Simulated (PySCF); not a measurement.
SMILES Cc1ccc(-c2ccccc2)s1, GFN2-xTB optimised geometry. Atoms within 1.6 Å of the plane z = 0.0 Å (x, y, z in Å): C1 (4.08, -1.42, 0.11), C2 (2.81, -0.66, 0.05), C3 (2.62, 0.69, -0.06), C4 (1.27, 1.07, -0.09), C5 (0.40, 0.01, 0.00), C6 (-1.05, 0.01, 0.00), C7 (-1.76, -1.19, 0.00), C8 (-3.14, -1.20, -0.01), C9 (-3.85, 0.00, -0.01), C10 (-3.15, 1.20, -0.01), C11 (-1.77, 1.21, 0.00), S12 (1.29, -1.49, 0.12), H13 (4.17, -1.95, 1.06), H14 (4.93, -0.74, 0.02), H15 (4.13, -2.15, -0.69), H16 (3.43, 1.39, -0.12), H17 (0.95, 2.09, -0.18), H18 (-1.22, -2.12, 0.00), H19 (-3.67, -2.14, -0.01), H20 (-4.93, -0.01, -0.01), H21 (-3.70, 2.13, -0.01), H22 (-1.25, 2.15, 0.01).

Calculation: B3LYP/def2-SVP in PySCF. Cells within 0.4 Å of a nucleus heavier than hydrogen are left out (blank, or x).

Map of the Laplacian of the electron density (e/bohr⁵), clipped to [-1.50, 1.50] on the plane z = 0.0 Å:

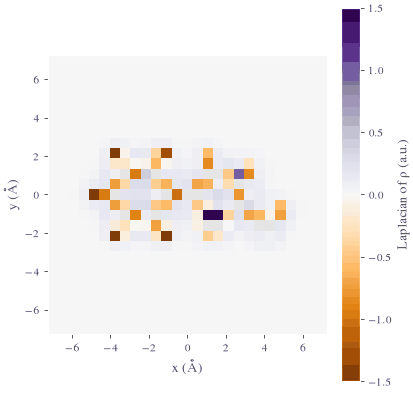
Figure. Laplacian of the electron density (e/bohr⁵), clipped to [-1.50, 1.50] on the plane z = 0.0 Å.
